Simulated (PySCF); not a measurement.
System: C4H8FSi (charge −1).

```json
{"atom": "F", "x (Å)": "2.8264", "y (Å)": "0.8307", "z (Å)": "-0.3706"}
{"atom": "Si", "x (Å)": "2.0503", "y (Å)": "-0.7280", "z (Å)": "-0.6374"}
{"atom": "C", "x (Å)": "0.6150", "y (Å)": "-0.2050", "z (Å)": "0.5824"}
{"atom": "C", "x (Å)": "-0.6285", "y (Å)": "-1.0874", "z (Å)": "0.3964"}
{"atom": "C", "x (Å)": "-1.3216", "y (Å)": "0.0854", "z (Å)": "-0.3046"}
{"atom": "C", "x (Å)": "-0.2221", "y (Å)": "1.0254", "z (Å)": "0.2018"}
{"atom": "H", "x (Å)": "1.3376", "y (Å)": "-0.0074", "z (Å)": "-1.7773"}
{"atom": "H", "x (Å)": "0.9748", "y (Å)": "-0.1825", "z (Å)": "1.6224"}
{"atom": "H", "x (Å)": "-0.4863", "y (Å)": "-1.9870", "z (Å)": "-0.2124"}
{"atom": "H", "x (Å)": "-1.1347", "y (Å)": "-1.3823", "z (Å)": "1.3249"}
{"atom": "H", "x (Å)": "-1.3127", "y (Å)": "-0.0199", "z (Å)": "-1.3909"}
{"atom": "H", "x (Å)": "-2.3469", "y (Å)": "0.3100", "z (Å)": "0.0130"}
{"atom": "H", "x (Å)": "-0.5476", "y (Å)": "1.6364", "z (Å)": "1.0535"}
{"atom": "H", "x (Å)": "0.2183", "y (Å)": "1.6865", "z (Å)": "-0.5463"}
```

Geometry: GFN2-xTB, coordinate held.

Computed with revPBE/pcSseg-1, SCF density, in a methanol solvent model, non-relativistic (PySCF).

Question: What will maps of the electron density and electron localisation function show?

Answer: C–Si (1.95 Å): ρ is about 0.83 e/Å³ halfway; the ELF peaks at about 0.95 between the atoms, as expected for localised, covalent bonding.
C–H (1.10 Å): ρ is about 1.9 e/Å³ halfway; the ELF climbs to about 1 towards the hydrogen, as it does in any bond to H; a covalent bond by its length.

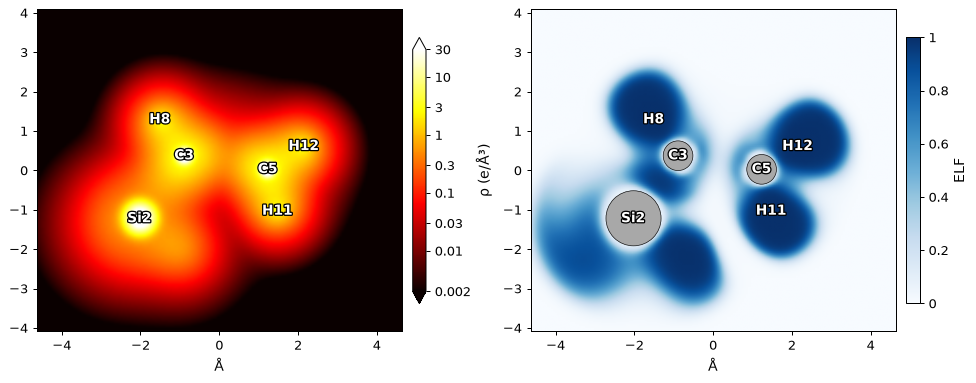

Computed electron density and electron localisation function on the plane of atoms H11, C5 and H12, in this order. Grey discs cover the atomic cores in the ELF map. 
